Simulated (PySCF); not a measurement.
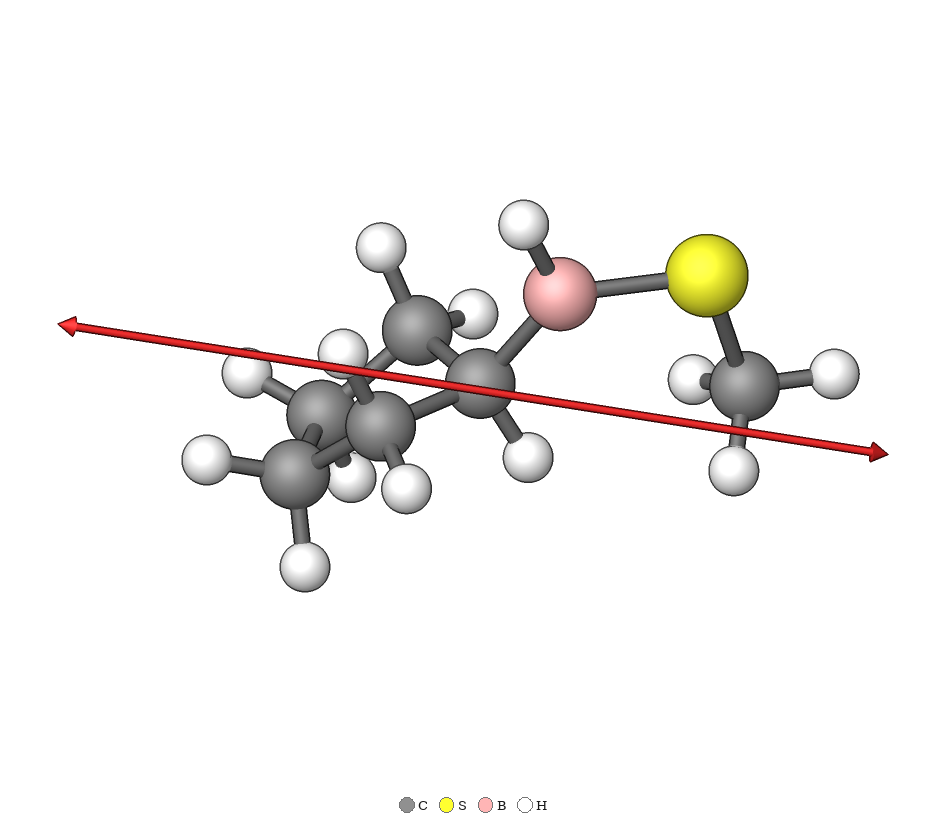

The double arrow shows the direction of the transition dipole to excited singlet state 6 (its length means nothing). The geometry was computed by an optimisation with PBE0-D3(BJ)/def2-SVP. No frequency run is at hand to confirm it as a minimum. Method: TDDFT CAM-B3LYP/def2-SVPD, vertical, gas phase, core orbitals frozen in the response (PySCF 2.14.0).

> Give its energy, strength and character.

7.67 eV (162 nm), oscillator strength 0.057, mainly HOMO−1 → LUMO+1 (weight 0.86); transition dipole 1.40 D.
